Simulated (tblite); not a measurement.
# C7H11FN2Si: the cost of one run

Programs: tblite 0.8.0 and PySCF 2.14.0, with density-fitted response routines of our own. Each step states its level of theory. These are calculated values for one molecule in the gas phase, unless marked as measured. Atoms count from 0, in the outputs and in this text.

### 1 The starting structure

22 atoms, charge 0, multiplicity 1; geometry from: force field or distance geometry start.

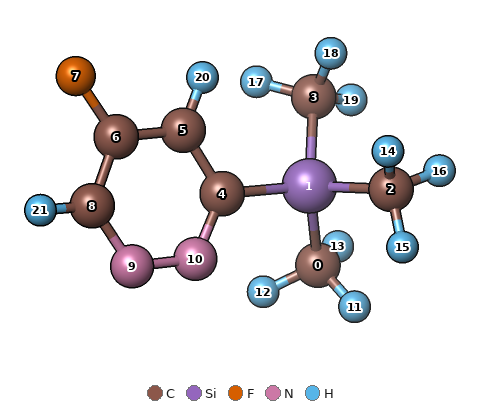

The starting geometry (carbon brown, silicon purple, fluorine orange, nitrogen pink, hydrogen blue), atoms numbered.

### 2 Geometry optimisation with GFN2-xTB

Job settings and geometry (Å):

```
{"job": {"kind": "relax", "xc": "GFN2-xTB", "basis": "xTB"}, "charge": 0, "multiplicity": 1}
C     -1.819800     1.716400    -0.360600
Si    -1.034100     0.071200     0.049400
C     -1.739000    -0.454400     1.685600
C     -1.526500    -1.231400    -1.203100
C      0.797200     0.272600     0.086000
C      1.573700    -0.748300    -0.424600
C      2.970000    -0.578800    -0.407400
F      3.790100    -1.557600    -0.882400
C      3.505700     0.589600     0.113700
N      2.703500     1.564900     0.595800
N      1.380800     1.386300     0.563000
H     -2.166200     2.173400     0.600900
H     -1.033900     2.396100    -0.763300
H     -2.625900     1.586000    -1.105300
H     -1.234700    -1.318700     2.118900
H     -1.785200     0.414400     2.395500
H     -2.807400    -0.781400     1.486000
H     -0.763900    -1.214900    -2.012800
H     -1.382100    -2.241300    -0.698300
H     -2.547200    -1.089600    -1.545700
H      1.150500    -1.646800    -0.815100
H      4.584300     0.711400     0.122100
```

On the command line:

```
OMP_NUM_THREADS=1 python probes_run.py task.json out
```

The driver reads the jobs from task.json and runs them one after another.

Q: Estimate the wall time and peak memory of this first job on 1 thread of Arm Neoverse N1, shared host.

About 2.3 s, with a peak of 0.18 GiB.
